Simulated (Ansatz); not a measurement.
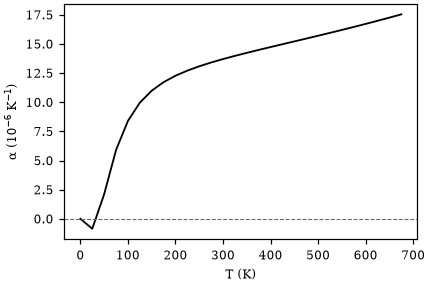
Linear thermal expansion of CuI (zinc blende, F-43m) from the quasi-harmonic free energy, Ansatz (a quantum-chemistry and plane-wave program), LDA functional, plane-wave PAW

Dynamical quadrupoles are not included in the interpolation of the phonons between the solved wave vectors. Spin-orbit coupling is not included.

Read off α at 500 K, and say whether it is negative anywhere.

About 16 × 10⁻⁶ K⁻¹. It is negative at low temperature and turns positive near 32 K; the lowest value on the 25 K grid is -0.85 × 10⁻⁶ K⁻¹.
